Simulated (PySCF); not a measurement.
**C3H5BOS: NMR shifts at several levels of theory**

How much do the NMR shifts of C3H5BOS (`C#CB(O)SC`) depend on the level of theory, and what does each level cost?

Programs: PySCF 2.14.0, with density-fitted response routines of our own. Each step states its level of theory. These are calculated values for one molecule in the gas phase, unless marked as measured. Atoms are numbered from 0 throughout.

### Step 1. The molecule as given

11 atoms, charge 0, multiplicity 1; geometry from: PBE0-D3(BJ)/def2-SVP.

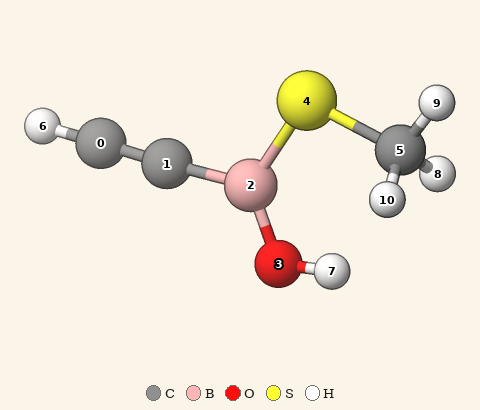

The starting geometry (carbon grey, boron pink, oxygen red, sulfur yellow, hydrogen white), atoms numbered; sticks join atoms by distance.

### Step 2. NMR shieldings: HF/pcSseg-2

What the job is given:

```
{"job": {"kind": "nmr", "xc": "HF", "basis": "pcSseg-2", "pop": false}, "charge": 0, "multiplicity": 1}
C     -2.887240     1.915175    -0.376734
C     -1.987519     1.132809    -0.136289
B     -0.813789     0.186435     0.137287
O     -1.037623    -1.016307     0.719547
S      0.820679     0.788525    -0.366336
C      1.909739    -0.584428     0.106321
H     -3.689389     2.600347    -0.584514
H     -0.241901    -1.544207     0.839168
H      1.692915    -1.494078    -0.473784
H      2.937830    -0.274567    -0.122269
H      1.854680    -0.796981     1.185043
```

With the program's defaults for keys left out, this is: GIAO HF/pcSseg-2 NMR shielding, non-relativistic, gas phase.

Started as:

```
OMP_NUM_THREADS=1 python probes_run.py task.json out
```

The driver reads the jobs from task.json and runs them one after another.

Standard output:

```text
final grid: 94648 points
cycle   1  E = -613.6081456469  dE =  1.002e+00  |g| = 6.067e-01  |ddm| = 2.644e+00
cycle   2  E = -613.6934967085  dE = -8.535e-02  |g| = 3.171e-01  |ddm| = 7.534e-01
cycle   3  E = -613.7124071235  dE = -1.891e-02  |g| = 7.305e-02  |ddm| = 2.450e-01
cycle   4  E = -613.7142095842  dE = -1.802e-03  |g| = 2.012e-02  |ddm| = 1.117e-01
cycle   5  E = -613.7143472903  dE = -1.377e-04  |g| = 6.776e-03  |ddm| = 2.785e-02
cycle   6  E = -613.7143688243  dE = -2.153e-05  |g| = 2.906e-03  |ddm| = 1.293e-02
cycle   7  E = -613.7143735366  dE = -4.712e-06  |g| = 1.256e-03  |ddm| = 5.518e-03
cycle   8  E = -613.7143748861  dE = -1.350e-06  |g| = 5.021e-04  |ddm| = 2.610e-03
cycle   9  E = -613.7143752763  dE = -3.901e-07  |g| = 2.480e-04  |ddm| = 1.204e-03
cycle  10  E = -613.7143753781  dE = -1.018e-07  |g| = 1.258e-04  |ddm| = 4.998e-04
cycle  11  E = -613.7143754084  dE = -3.033e-08  |g| = 4.262e-05  |ddm| = 3.505e-04
cycle  12  E = -613.7143754113  dE = -2.877e-09  |g| = 1.180e-05  |ddm| = 1.521e-04
cycle  13  E = -613.7143754114  dE = -1.364e-10  |g| = 4.287e-06  |ddm| = 2.983e-05
converged SCF energy = -613.7143754114

GIAO shielding tensors (ppm)
atom      isotropic    diamagn.    paramagn.     s11        s22        s33       span
  0 C       83.071     261.536    -178.465     10.117     22.656    216.442    206.325
  1 C      108.127     263.479    -155.352     -1.704     12.524    313.561    315.266
  2 B       75.193     196.089    -120.896     38.097     79.102    108.380     70.283
  3 O      203.923     384.299    -180.376     69.469    208.232    334.067    264.599
  4 S      588.544    1056.516    -467.972    412.273    594.936    758.423    346.150
  5 C      181.321     241.684     -60.364    174.540    176.815    192.607     18.067
  6 H       28.529      33.059      -4.530     24.134     24.394     37.058     12.924
  7 H       26.934      32.337      -5.404     18.707     27.145     34.949     16.243
  8 H       29.854      30.740      -0.886     24.679     27.495     37.387     12.708
  9 H       29.793      28.374       1.419     24.196     27.056     38.127     13.931
 10 H       29.877      30.699      -0.821     24.778     27.687     37.167     12.389
```

Wall time 30 s (1 thread of Intel Xeon Platinum 8259CL at 2.50GHz, shared host); peak memory 1.1 GiB.

The references, computed at this level on geometries of the same kind, shield at (ppm): ¹H TMS 31.68, ¹³C TMS 191.5, ¹⁷O H2O 326.3, ¹¹B BF3·OEt2 114.5, ³³S CS2 522. Their shielding less the atom's gives the shift. The references are single molecules in the gas phase, so shifts against H2O, NH3, PH3, H3PO4 or CFCl3 are not on the usual liquid scales and can be off by tens of ppm. Atoms listed in one row are averaged.

```csv
atoms,environment,σ (ppm),δ (ppm)
C0,terminal alkyne carbon,83.1,108.4
C1,alkyne carbon,108.1,83.3
C5,methyl carbon bonded to S,181.3,10.2
H7,hydrogen on an oxygen bonded to B,26.93,4.75
H6,hydrogen on a terminal alkyne carbon,28.53,3.15
"H8, H9, H10",hydrogen on a methyl carbon bonded to S,29.84,1.84
B2,"boron bonded to C, O, S",75.2,39.3
O3,"oxygen bonded to B, H",203.9,122.4
S4,"sulfur bonded to C, B",589,-66
```

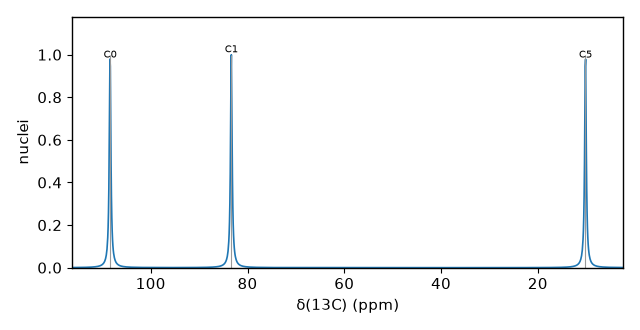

¹³C lines at the computed shifts, without couplings. Lines are broadened to a width of 0.39 ppm (Lorentzian).

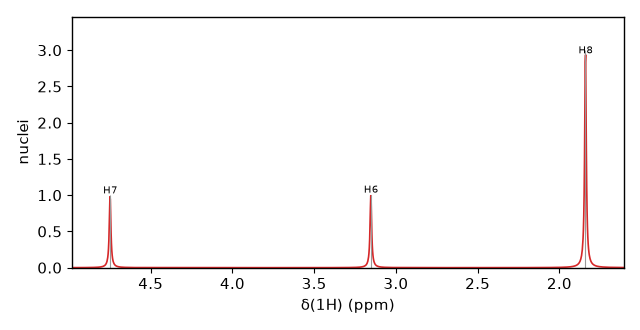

¹H lines at the computed shifts, without couplings. Lines are broadened to a width of 0.01 ppm (Lorentzian).

### Step 3. NMR shieldings: LDA/pcSseg-2

Settings changed since step 2:

```diff
@@ -1,2 +1,2 @@
-{"job": {"kind": "nmr", "xc": "HF", "basis": "pcSseg-2", "pop": false}, "charge": 0, "multiplicity": 1}
+{"job": {"kind": "nmr", "xc": "LDA", "basis": "pcSseg-2", "pop": false}, "charge": 0, "multiplicity": 1}
 C     -2.887240     1.915175    -0.376734
```

With the program's defaults for keys left out, this is: GIAO LDA/pcSseg-2 NMR shielding, non-relativistic, gas phase.

Standard output:

```text
coarse grid: 10160 points
cycle   1  E = -612.3033050348  dE =  5.662e-01  |g| = 8.850e-01  |ddm| = 3.014e+00
cycle   2  E = -611.6776379624  dE =  6.257e-01  |g| = 1.907e+00  |ddm| = 1.841e+00
cycle   3  E = -612.4142289999  dE = -7.366e-01  |g| = 4.265e-01  |ddm| = 1.497e+00
cycle   4  E = -612.4531559684  dE = -3.893e-02  |g| = 1.945e-01  |ddm| = 4.895e-01
cycle   5  E = -612.4577965009  dE = -4.641e-03  |g| = 1.401e-01  |ddm| = 1.980e-01
cycle   6  E = -612.4626314739  dE = -4.835e-03  |g| = 1.961e-02  |ddm| = 9.269e-02
cycle   7  E = -612.4627071844  dE = -7.571e-05  |g| = 8.929e-03  |ddm| = 2.473e-02
cycle   8  E = -612.4627289926  dE = -2.181e-05  |g| = 2.267e-03  |ddm| = 1.077e-02
cycle   9  E = -612.4627303834  dE = -1.391e-06  |g| = 5.666e-04  |ddm| = 2.380e-03
final grid: 94648 points
cycle  10  E = -612.4603011645  dE = -9.646e-05  |g| = 6.534e-03  |ddm| = 4.919e-02
cycle  11  E = -612.4602846935  dE =  1.647e-05  |g| = 1.146e-02  |ddm| = 1.044e-02
cycle  12  E = -612.4603079151  dE = -2.322e-05  |g| = 2.226e-03  |ddm| = 6.006e-03
cycle  13  E = -612.4603088913  dE = -9.762e-07  |g| = 7.987e-04  |ddm| = 2.484e-03
cycle  14  E = -612.4603089978  dE = -1.065e-07  |g| = 4.769e-04  |ddm| = 7.659e-04
cycle  15  E = -612.4603090548  dE = -5.696e-08  |g| = 1.110e-04  |ddm| = 3.423e-04
cycle  16  E = -612.4603090580  dE = -3.184e-09  |g| = 2.000e-05  |ddm| = 1.147e-04
cycle  17  E = -612.4603090581  dE = -1.032e-10  |g| = 6.609e-06  |ddm| = 2.496e-05
converged SCF energy = -612.4603090581

GIAO shielding tensors (ppm)
atom      isotropic    diamagn.    paramagn.     s11        s22        s33       span
  0 C       72.569     260.600    -188.031      1.524      3.743    212.440    210.917
  1 C       81.643     262.524    -180.881    -22.052    -19.538    286.519    308.571
  2 B       55.317     196.178    -140.861     11.829     59.770     94.351     82.522
  3 O      149.842     384.516    -234.673    -28.082    154.152    323.456    351.538
  4 S      458.382    1057.640    -599.257    252.250    516.295    606.602    354.351
  5 C      170.267     246.827     -76.560    155.862    167.302    187.636     31.774
  6 H       28.229      32.555      -4.326     24.083     24.447     36.157     12.074
  7 H       25.446      32.120      -6.674     19.429     26.779     30.130     10.701
  8 H       28.850      30.293      -1.443     23.844     26.535     36.171     12.327
  9 H       28.685      28.587       0.098     23.439     26.300     36.315     12.877
 10 H       28.853      30.308      -1.455     23.997     26.679     35.884     11.887
```

Wall time 61 s (1 thread of Intel Xeon Platinum 8259CL at 2.50GHz, shared host); peak memory 1 GiB.

Key values: δ C0 107.7, C1 98.6, C5 10.0, B2 35.7, H7 5.32, H6 2.54 ppm.

### Step 4. Shielding tensors: PBE/pcSseg-2

Settings changed since step 3:

```diff
@@ -1,2 +1,2 @@
-{"job": {"kind": "nmr", "xc": "LDA", "basis": "pcSseg-2", "pop": false}, "charge": 0, "multiplicity": 1}
+{"job": {"kind": "nmr", "xc": "PBE", "basis": "pcSseg-2", "pop": false}, "charge": 0, "multiplicity": 1}
 C     -2.887240     1.915175    -0.376734
```

Method: GIAO PBE/pcSseg-2 NMR shielding, non-relativistic, gas phase.

Standard output:

```text
coarse grid: 10160 points
cycle   1  E = -615.1175539069  dE =  5.828e-01  |g| = 8.664e-01  |ddm| = 2.460e+00
cycle   2  E = -614.5296233067  dE =  5.879e-01  |g| = 1.848e+00  |ddm| = 1.778e+00
cycle   3  E = -615.2274905193  dE = -6.979e-01  |g| = 4.029e-01  |ddm| = 1.471e+00
cycle   4  E = -615.2620577828  dE = -3.457e-02  |g| = 1.896e-01  |ddm| = 4.219e-01
cycle   5  E = -615.2668858977  dE = -4.828e-03  |g| = 1.305e-01  |ddm| = 1.825e-01
cycle   6  E = -615.2711125528  dE = -4.227e-03  |g| = 1.755e-02  |ddm| = 8.885e-02
cycle   7  E = -615.2711772515  dE = -6.470e-05  |g| = 7.456e-03  |ddm| = 2.249e-02
cycle   8  E = -615.2711919911  dE = -1.474e-05  |g| = 1.972e-03  |ddm| = 9.094e-03
cycle   9  E = -615.2711930539  dE = -1.063e-06  |g| = 5.053e-04  |ddm| = 1.986e-03
final grid: 94648 points
cycle  10  E = -615.2800373613  dE = -1.247e-04  |g| = 1.293e-02  |ddm| = 6.467e-02
cycle  11  E = -615.2799623990  dE =  7.496e-05  |g| = 2.194e-02  |ddm| = 2.577e-02
cycle  12  E = -615.2800763253  dE = -1.139e-04  |g| = 2.366e-03  |ddm| = 1.580e-02
cycle  13  E = -615.2800773071  dE = -9.818e-07  |g| = 9.140e-04  |ddm| = 2.457e-03
cycle  14  E = -615.2800774418  dE = -1.347e-07  |g| = 4.900e-04  |ddm| = 9.635e-04
cycle  15  E = -615.2800774935  dE = -5.166e-08  |g| = 2.144e-04  |ddm| = 4.504e-04
cycle  16  E = -615.2800775054  dE = -1.191e-08  |g| = 4.742e-05  |ddm| = 1.803e-04
cycle  17  E = -615.2800775059  dE = -4.559e-10  |g| = 1.563e-05  |ddm| = 4.573e-05
converged SCF energy = -615.2800775059

GIAO shielding tensors (ppm)
atom      isotropic    diamagn.    paramagn.     s11        s22        s33       span
  0 C       78.271     264.073    -185.802      8.438     11.508    214.866    206.428
  1 C       87.174     264.974    -177.801    -14.451    -10.985    286.957    301.408
  2 B       58.595     195.978    -137.383     17.117     63.293     95.375     78.258
  3 O      153.416     385.028    -231.612    -18.911    161.229    317.929    336.840
  4 S      478.735    1057.974    -579.239    294.141    523.835    618.227    324.086
  5 C      167.429     245.093     -77.664    153.984    163.954    184.349     30.365
  6 H       28.578      32.131      -3.553     24.394     24.758     36.583     12.189
  7 H       26.030      32.831      -6.801     20.065     27.366     30.659     10.594
  8 H       29.233      30.616      -1.382     24.403     26.949     36.348     11.946
  9 H       29.125      28.481       0.643     24.022     26.783     36.570     12.548
 10 H       29.238      30.572      -1.334     24.548     27.090     36.075     11.527
```

It took 79 s on 1 thread of Intel Xeon Platinum 8259CL at 2.50GHz, shared host; peak memory 0.92 GiB.

In short: δ C0 101.1, C1 92.2, C5 12.0, B2 34.1, H7 5.15, H6 2.60 ppm.

### Step 5. Shielding tensors: BLYP/pcSseg-2

Settings changed since step 4:

```diff
@@ -1,2 +1,2 @@
-{"job": {"kind": "nmr", "xc": "PBE", "basis": "pcSseg-2", "pop": false}, "charge": 0, "multiplicity": 1}
+{"job": {"kind": "nmr", "xc": "BLYP", "basis": "pcSseg-2", "pop": false}, "charge": 0, "multiplicity": 1}
 C     -2.887240     1.915175    -0.376734
```

Method: GIAO BLYP/pcSseg-2 NMR shielding, non-relativistic, gas phase.

Standard output:

```text
coarse grid: 10160 points
cycle   1  E = -615.4717515997  dE =  5.900e-01  |g| = 9.303e-01  |ddm| = 2.424e+00
cycle   2  E = -614.7671861249  dE =  7.046e-01  |g| = 2.013e+00  |ddm| = 2.015e+00
cycle   3  E = -615.5980471821  dE = -8.309e-01  |g| = 4.204e-01  |ddm| = 1.682e+00
cycle   4  E = -615.6349153391  dE = -3.687e-02  |g| = 2.016e-01  |ddm| = 4.635e-01
cycle   5  E = -615.6390585878  dE = -4.143e-03  |g| = 1.560e-01  |ddm| = 2.065e-01
cycle   6  E = -615.6451266543  dE = -6.068e-03  |g| = 2.119e-02  |ddm| = 1.067e-01
cycle   7  E = -615.6452234634  dE = -9.681e-05  |g| = 8.577e-03  |ddm| = 2.645e-02
cycle   8  E = -615.6452435139  dE = -2.005e-05  |g| = 2.321e-03  |ddm| = 1.066e-02
cycle   9  E = -615.6452449798  dE = -1.466e-06  |g| = 5.540e-04  |ddm| = 2.313e-03
final grid: 94648 points
cycle  10  E = -615.6572240025  dE = -1.234e-04  |g| = 7.461e-03  |ddm| = 5.999e-02
cycle  11  E = -615.6572045278  dE =  1.947e-05  |g| = 1.144e-02  |ddm| = 1.532e-02
cycle  12  E = -615.6572368251  dE = -3.230e-05  |g| = 1.633e-03  |ddm| = 8.596e-03
cycle  13  E = -615.6572375369  dE = -7.118e-07  |g| = 4.891e-04  |ddm| = 2.604e-03
cycle  14  E = -615.6572375962  dE = -5.935e-08  |g| = 1.768e-04  |ddm| = 5.498e-04
cycle  15  E = -615.6572376011  dE = -4.828e-09  |g| = 9.105e-05  |ddm| = 1.638e-04
cycle  16  E = -615.6572376022  dE = -1.128e-09  |g| = 5.342e-05  |ddm| = 7.917e-05
cycle  17  E = -615.6572376029  dE = -7.157e-10  |g| = 1.566e-05  |ddm| = 4.252e-05
converged SCF energy = -615.6572376029

GIAO shielding tensors (ppm)
atom      isotropic    diamagn.    paramagn.     s11        s22        s33       span
  0 C       77.015     262.209    -185.194      5.984      9.876    215.184    209.200
  1 C       84.532     263.678    -179.147    -18.818    -14.722    287.135    305.953
  2 B       55.605     194.166    -138.560     13.326     60.878     92.611     79.285
  3 O      154.371     384.874    -230.503    -11.876    160.984    314.006    325.882
  4 S      456.468    1057.870    -601.402    276.153    495.285    597.965    321.812
  5 C      162.283     242.336     -80.053    149.039    158.181    179.631     30.592
  6 H       28.790      32.640      -3.850     24.643     24.989     36.737     12.094
  7 H       26.344      32.923      -6.580     20.376     27.587     31.068     10.693
  8 H       29.386      30.672      -1.286     24.706     27.186     36.264     11.558
  9 H       29.318      28.907       0.411     24.393     27.073     36.488     12.096
 10 H       29.392      30.633      -1.241     24.860     27.319     35.997     11.137
```

It took 69 s on 1 thread of Intel Xeon Platinum 8259CL at 2.50GHz, shared host; peak memory 0.92 GiB.

This run: δ C0 98.0, C1 90.5, C5 12.7, B2 35.5, H7 5.03, H6 2.59 ppm.

### Step 6. Nuclear shieldings: BP86/pcSseg-2

Settings changed since step 5:

```diff
@@ -1,2 +1,2 @@
-{"job": {"kind": "nmr", "xc": "BLYP", "basis": "pcSseg-2", "pop": false}, "charge": 0, "multiplicity": 1}
+{"job": {"kind": "nmr", "xc": "BP86", "basis": "pcSseg-2", "pop": false}, "charge": 0, "multiplicity": 1}
 C     -2.887240     1.915175    -0.376734
```

Method: GIAO BP86/pcSseg-2 NMR shielding, non-relativistic, gas phase.

Standard output:

```text
coarse grid: 10160 points
cycle   1  E = -615.5993249444  dE =  5.854e-01  |g| = 8.723e-01  |ddm| = 2.444e+00
cycle   2  E = -615.0210918019  dE =  5.782e-01  |g| = 1.844e+00  |ddm| = 1.728e+00
cycle   3  E = -615.7102436631  dE = -6.892e-01  |g| = 4.006e-01  |ddm| = 1.393e+00
cycle   4  E = -615.7445867511  dE = -3.434e-02  |g| = 1.875e-01  |ddm| = 4.534e-01
cycle   5  E = -615.7494139267  dE = -4.827e-03  |g| = 1.283e-01  |ddm| = 1.896e-01
cycle   6  E = -615.7535132092  dE = -4.099e-03  |g| = 1.757e-02  |ddm| = 8.721e-02
cycle   7  E = -615.7535788771  dE = -6.567e-05  |g| = 7.471e-03  |ddm| = 2.172e-02
cycle   8  E = -615.7535939141  dE = -1.504e-05  |g| = 1.998e-03  |ddm| = 9.154e-03
cycle   9  E = -615.7535950034  dE = -1.089e-06  |g| = 5.298e-04  |ddm| = 2.144e-03
final grid: 94648 points
cycle  10  E = -615.7643216137  dE = -1.203e-04  |g| = 6.158e-03  |ddm| = 7.921e-02
cycle  11  E = -615.7643080991  dE =  1.351e-05  |g| = 9.536e-03  |ddm| = 1.166e-02
cycle  12  E = -615.7643300622  dE = -2.196e-05  |g| = 1.796e-03  |ddm| = 6.774e-03
cycle  13  E = -615.7643304177  dE = -3.555e-07  |g| = 1.261e-03  |ddm| = 2.443e-03
cycle  14  E = -615.7643307865  dE = -3.688e-07  |g| = 4.067e-04  |ddm| = 1.032e-03
cycle  15  E = -615.7643308266  dE = -4.002e-08  |g| = 9.787e-05  |ddm| = 3.366e-04
cycle  16  E = -615.7643308286  dE = -2.057e-09  |g| = 3.899e-05  |ddm| = 1.108e-04
cycle  17  E = -615.7643308289  dE = -3.143e-10  |g| = 1.094e-05  |ddm| = 3.587e-05
converged SCF energy = -615.7643308289

GIAO shielding tensors (ppm)
atom      isotropic    diamagn.    paramagn.     s11        s22        s33       span
  0 C       78.415     262.058    -183.642      8.472     11.723    215.051    206.579
  1 C       87.672     263.637    -175.964    -13.679    -10.236    286.932    300.610
  2 B       59.273     195.912    -136.638     18.328     64.214     95.278     76.951
  3 O      154.362     383.999    -229.637    -15.492    162.107    316.471    331.963
  4 S      476.335    1058.034    -581.698    291.872    519.195    617.939    326.067
  5 C      166.987     245.231     -78.244    153.696    163.446    183.819     30.123
  6 H       28.614      32.708      -4.094     24.438     24.788     36.616     12.178
  7 H       26.150      32.620      -6.470     20.167     27.440     30.843     10.676
  8 H       29.295      30.636      -1.341     24.492     27.029     36.364     11.872
  9 H       29.198      28.569       0.630     24.127     26.839     36.629     12.503
 10 H       29.299      30.604      -1.305     24.633     27.173     36.091     11.459
```

It took 69 s on 1 thread of Intel Xeon Platinum 8259CL at 2.50GHz, shared host; peak memory 0.92 GiB.

This run: δ C0 100.8, C1 91.5, C5 12.2, B2 34.1, H7 5.08, H6 2.62 ppm.

### Step 7. Nuclear shieldings: OPBE/pcSseg-2

Settings changed since step 6:

```diff
@@ -1,2 +1,2 @@
-{"job": {"kind": "nmr", "xc": "BP86", "basis": "pcSseg-2", "pop": false}, "charge": 0, "multiplicity": 1}
+{"job": {"kind": "nmr", "xc": "OPBE", "basis": "pcSseg-2", "pop": false}, "charge": 0, "multiplicity": 1}
 C     -2.887240     1.915175    -0.376734
```

With the program's defaults for keys left out, this is: GIAO OPBE/pcSseg-2 NMR shielding, non-relativistic, gas phase.

Standard output:

```text
coarse grid: 10160 points
cycle   1  E = -615.4413479743  dE =  5.664e-01  |g| = 7.988e-01  |ddm| = 2.509e+00
cycle   2  E = -614.9928684349  dE =  4.485e-01  |g| = 1.621e+00  |ddm| = 1.622e+00
cycle   3  E = -615.5376605365  dE = -5.448e-01  |g| = 3.721e-01  |ddm| = 1.330e+00
cycle   4  E = -615.5674769327  dE = -2.982e-02  |g| = 1.822e-01  |ddm| = 3.628e-01
cycle   5  E = -615.5736054815  dE = -6.129e-03  |g| = 9.701e-02  |ddm| = 1.534e-01
cycle   6  E = -615.5759562138  dE = -2.351e-03  |g| = 1.327e-02  |ddm| = 7.169e-02
cycle   7  E = -615.5759923403  dE = -3.613e-05  |g| = 5.871e-03  |ddm| = 1.734e-02
cycle   8  E = -615.5760015198  dE = -9.180e-06  |g| = 1.507e-03  |ddm| = 7.372e-03
final grid: 94648 points
cycle   9  E = -615.5818886020  dE = -2.555e-04  |g| = 2.387e-02  |ddm| = 1.512e-01
cycle  10  E = -615.5816102250  dE =  2.784e-04  |g| = 4.241e-02  |ddm| = 4.733e-02
cycle  11  E = -615.5820275958  dE = -4.174e-04  |g| = 3.490e-03  |ddm| = 2.901e-02
cycle  12  E = -615.5820292066  dE = -1.611e-06  |g| = 2.135e-03  |ddm| = 3.546e-03
cycle  13  E = -615.5820300459  dE = -8.393e-07  |g| = 1.100e-03  |ddm| = 1.933e-03
cycle  14  E = -615.5820303358  dE = -2.899e-07  |g| = 3.118e-04  |ddm| = 7.579e-04
cycle  15  E = -615.5820303600  dE = -2.419e-08  |g| = 6.335e-05  |ddm| = 3.531e-04
cycle  16  E = -615.5820303609  dE = -9.265e-10  |g| = 2.839e-05  |ddm| = 8.526e-05
converged SCF energy = -615.5820303609

GIAO shielding tensors (ppm)
atom      isotropic    diamagn.    paramagn.     s11        s22        s33       span
  0 C       85.582     269.278    -183.696     18.128     21.247    217.370    199.242
  1 C       95.230     269.226    -173.996     -2.379      1.136    286.933    289.312
  2 B       66.214     198.605    -132.392     28.396     70.480     99.765     71.369
  3 O      162.551     387.543    -224.992     -6.600    173.400    320.852    327.452
  4 S      516.278    1059.086    -542.808    342.383    558.541    647.909    305.526
  5 C      171.376     247.182     -75.806    158.144    167.891    188.094     29.949
  6 H       28.562      31.260      -2.698     24.301     24.678     36.707     12.406
  7 H       25.957      33.365      -7.408     19.793     27.276     30.803     11.011
  8 H       29.280      30.678      -1.398     24.429     26.889     36.521     12.092
  9 H       29.172      27.726       1.446     23.962     26.736     36.819     12.857
 10 H       29.282      30.547      -1.266     24.546     27.042     36.257     11.712
```

Wall time 67 s (1 thread of Intel Xeon Platinum 8259CL at 2.50GHz, shared host); peak memory 0.92 GiB.

Key values: δ C0 98.8, C1 89.2, C5 13.0, B2 31.5, H7 5.24, H6 2.64 ppm.

[end of part 1 of 2]
